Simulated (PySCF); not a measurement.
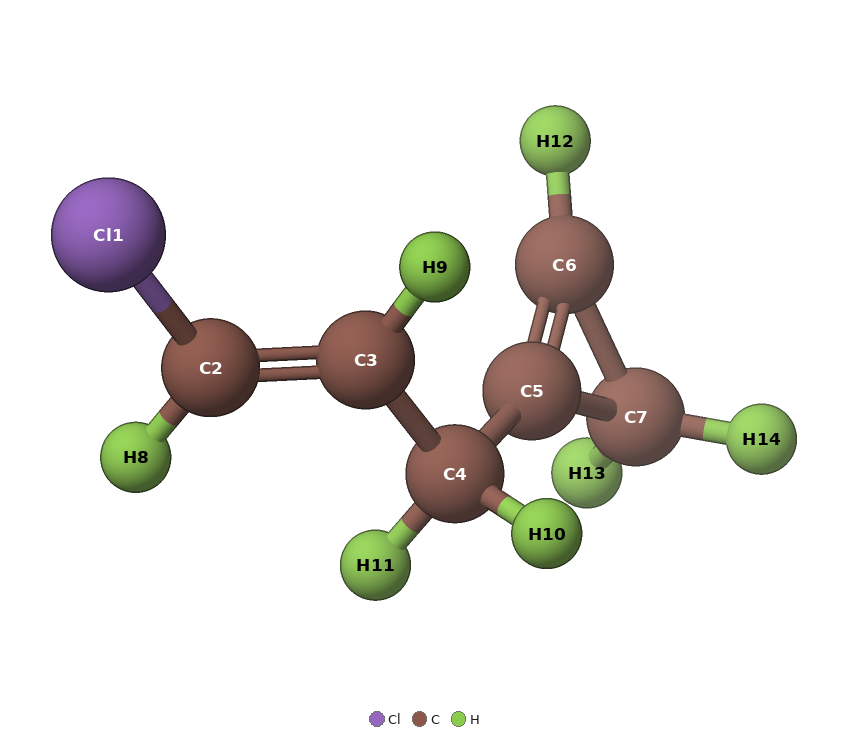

The geometry was computed by an optimisation with GFN2-xTB. No frequency run is at hand to confirm it as a minimum. Electric field gradients from the ground-state density, PBE0/pcSseg-1 (PySCF 2.14.0), non-relativistic apart from any core potentials.

Give the largest field-gradient component, the quadrupole coupling constant and the asymmetry for 35Cl at Cl1 (Q = −81.7 mb), 2H at H8 (Q = 2.86 mb), 2H at H9 (Q = 2.86 mb), 2H at H10 (Q = 2.86 mb), 2H at H11 (Q = 2.86 mb).

```tsv
atom	V_zz (a.u.)	e²qQ/h (MHz)	η
Cl1	3.833	−73.6	0.11
H8	0.325	0.219	0.10
H9	0.324	0.218	0.07
H10	0.295	0.198	0.02
H11	0.298	0.200	0.04
```
